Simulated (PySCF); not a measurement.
# [EuSF]−: how tightly the ligands are held

Aim: take one ligand of each kind off [EuSF]−, with both parts rigid, and scan its distance from the metal. It is a constructed species; whether it can be made isn't addressed.

Method: PBE0, Eu lcecp-0-SVP with ECP53, S def2-SVP, F def2-SVP; scalar-relativistic core potentials, no spin–orbit coupling; program: PySCF 2.14.0.

1 further run of the same task is left out (for a known fault of the program).

### Step 1. Where the work starts

3 atoms, charge -1, spin multiplicity 1.

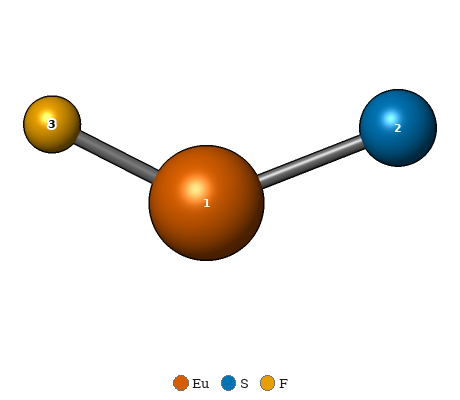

The structure; europium orange, sulfur blue, fluorine amber; atoms are numbered from 1 in the order of the file.

Geometry (Å):

```xyz
3
charge -1, multiplicity 1
Eu   -0.2173    0.0000   -0.2500
S     2.1629    0.0000    0.7963
F    -2.2086    0.0000    0.6649
```

Formal oxidation states: Eu +2. Each metal's 7 4f electrons lie in its core potential, so multiplicities, spins and levels count the valence alone. An earlier session relaxed this geometry at PBE0, Eu lcecp-0-SVP with ECP53, S def2-SVP, F def2-SVP (singlet, point group Cs).

### Step 2. Rigid scan of S

Atom 2 moves along the line from atom 1; the distance is to the donor, the donors' midpoint or the ring centre. Each point starts from the density of the one before.

```csv
distance (Å),energy from the relaxed point (eV)
2.30,0.654
2.40,0.257
2.50,0.057
2.60,0.000
2.70,0.045
2.80,0.162
2.90,0.327
3.05,0.626
```

Run time: 2.9 s. Hardware: 2 threads of Arm Neoverse V2, shared host.

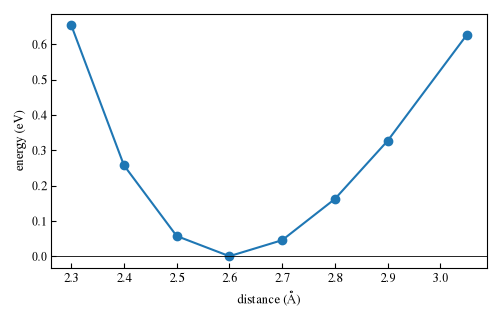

Energy along the rigid scan of S.

### Step 3. F taken off

The ligand (atom 3) keeps its formal charge and a closed shell where it can; ligand and rest are solved at the complex's geometry, in vacuum, with the settings of the relaxation.

```csv
part,charge,state,energy (Eh)
complex,-1,singlet,-527.094579
ligand,-1,singlet,-99.594968
rest,0,singlet,-427.306090
```

It took 0.4 s on 2 threads of Arm Neoverse V2, shared host.

### Step 4. Rigid scan of F

Atom 3 moves along the line from atom 1; the distance is to the donor, the donors' midpoint or the ring centre. Each point starts from the density of the one before.

```csv
distance (Å),energy from the relaxed point (eV)
1.89,0.852
1.99,0.322
2.09,0.069
2.19,0.000
2.29,0.051
2.39,0.178
2.59,0.543
2.89,1.157
3.29,1.892
3.79,2.612
```

Wall time 4.2 s (2 threads of Arm Neoverse V2, shared host).

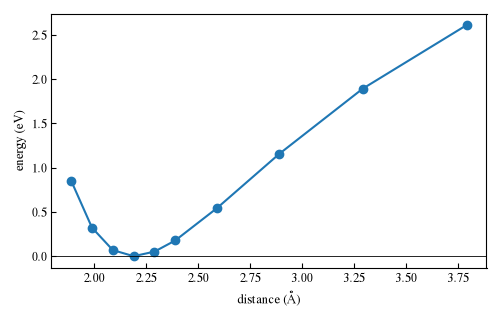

Energy along the rigid scan of F.

### Step 5. Outcome

```
                  quantity       value
stiffness of the S contact  10.2 eV/Å²
              taking off F     5.27 eV
stiffness of the F contact  12.0 eV/Å²
```

**Reading.** Near 2.60 Å the S contact has a stiffness of about 10.2 eV/Å², and the energy stands 0.63 eV higher at 3.05 Å. Taking off F as a fragment of charge -1 costs 5.27 eV. Near 2.19 Å the F contact has a stiffness of about 12.0 eV/Å², and the energy stands 2.61 eV higher at 3.79 Å. The free anion is solved without diffuse functions, no counterpoise correction is made, and the parts aren't relaxed; each of these makes the binding look larger. The bases are small and lack diffuse functions. Spin–orbit coupling is left out.
